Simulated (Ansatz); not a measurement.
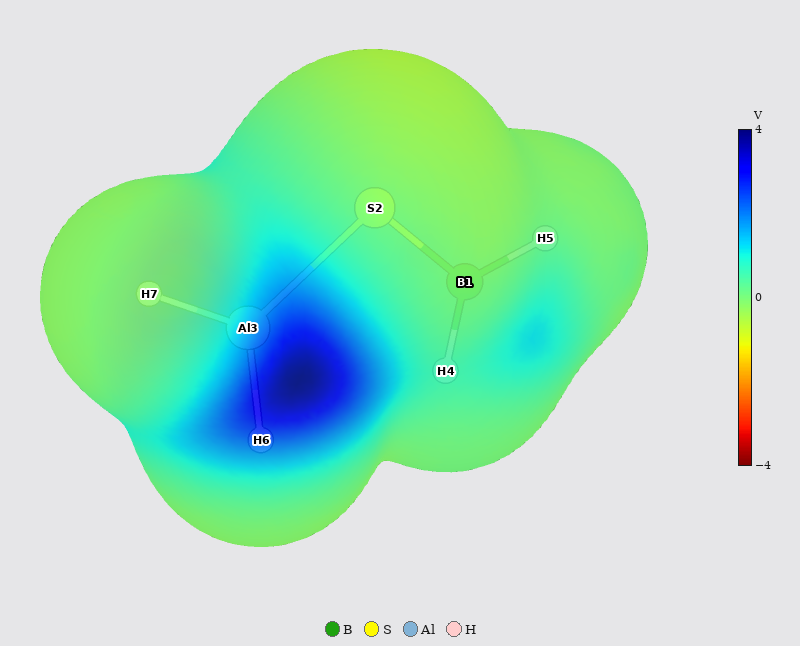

Figure 1: AlBH₄S. The electrostatic potential painted on the density surface at 0.002 e/bohr³, seen at a tilt; red is negative and blue positive.

Geometry: PBE0-D4/def2-TZVP.

All numbers below come from Ansatz 0.2.0, RKS PBE0-D4/def2-TZVPP.

```xyz
7

B    -1.4241    0.2651   -0.5127
S    -0.0399    1.3337   -0.1460
Al    1.4306   -0.1827    0.4867
H    -1.3503   -0.9191   -0.3800
H    -2.4270    0.7852   -0.8964
H     1.0183   -1.7055    0.4878
H     2.8536    0.3553    0.9150
```

### Where is the surface potential most negative and most positive?

The most negative region (about −0.5 V) lies over S2, the most positive (about +3.8 V) over Al3.
